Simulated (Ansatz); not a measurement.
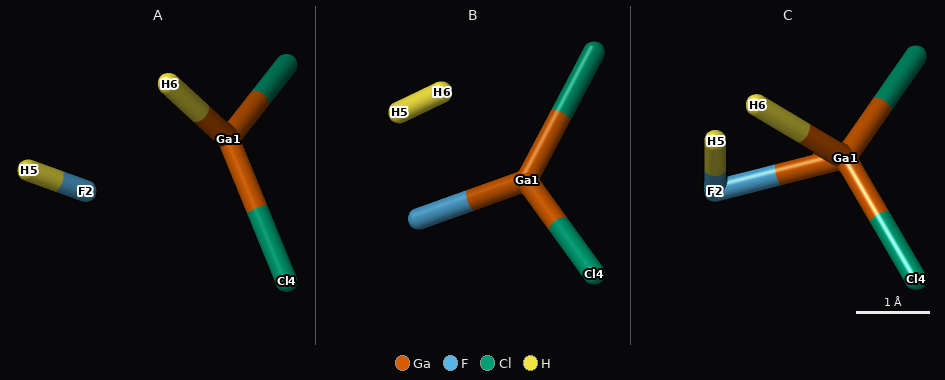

Three geometries of GaH2Cl2F: a saddle point and the two relaxed ends that it joins, in shuffled order. A stick model, seen at a tilt. Sticks join atoms that are closer than about 1.2 times the sum of their covalent radii (a little more with hydrogen).

Stationary points at PBE0-D4/def2-TZVP, single-point energies with CCSD(T)/CBS (def2-TZVPP where no basis is named; Ansatz 0.2.0). The energies are electronic, without zero-point or thermal terms, and both ends are the relaxed geometries reached downhill from the saddle, with any fragments still in contact. CCSD(T)/CBS stands for a frozen-core estimate: MP2 correlation extrapolated from def2-TZVPP and def2-QZVPP, CCSD(T) minus MP2 from the smaller set.

Question: Which frame is the transition state, what reaction does it lead through, and what barrier is to be expected?

Answer: Frame C is the saddle point. Counted by bonded pieces, B holds GaCl₂F + H₂ and A holds GaHCl₂ + HF. From B over the saddle to A, bonds form: Ga–H (2.41 → 1.75 → 1.55 Å), F–H (2.56 → 1.20 → 0.93 Å). Bonds break: F–Ga (1.74 → 1.95 → 2.32 Å), H–H (0.75 → 1.03 → 2.83 Å). The saddle has one imaginary mode, 1108i cm⁻¹. The end A keeps a soft imaginary mode of 114i cm⁻¹, so it isn't quite a minimum. With CCSD(T)/CBS the barrier is 26.7 kcal/mol from B and 19.7 kcal/mol from A, and A lies 6.9 kcal/mol above B.
